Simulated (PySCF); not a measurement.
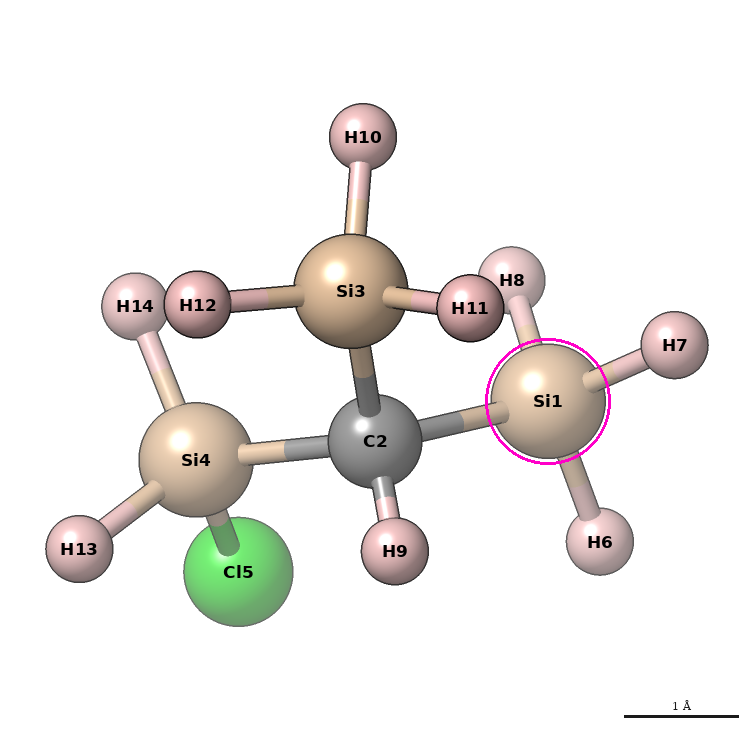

Orthographic view. Distant atoms are faded towards the background colour. The computed structure is the end point of a PBE0-D3(BJ)/def2-SVP optimisation. No frequency run is at hand to confirm it as a minimum.

Question: Which atoms are bonded to the circled atom?

Answer: The circled atom is Si1; it is bonded to C2, H6, H7, H8.

Question: Of C2 and Si3, which is nearer the viewer?

Answer: Si3; the bond to C2 points away from the viewer, so it looks shorter than its 1.89 Å.

Question: What is the shortest path along bonds from the circled atom to H14?

Answer: Si1–C2–Si4–H14, 3 bonds; through space the two are 3.73 Å apart.

Question: Which atom is farthest from the viewer?

Answer: Cl5, 2.5 Å behind the mean position.
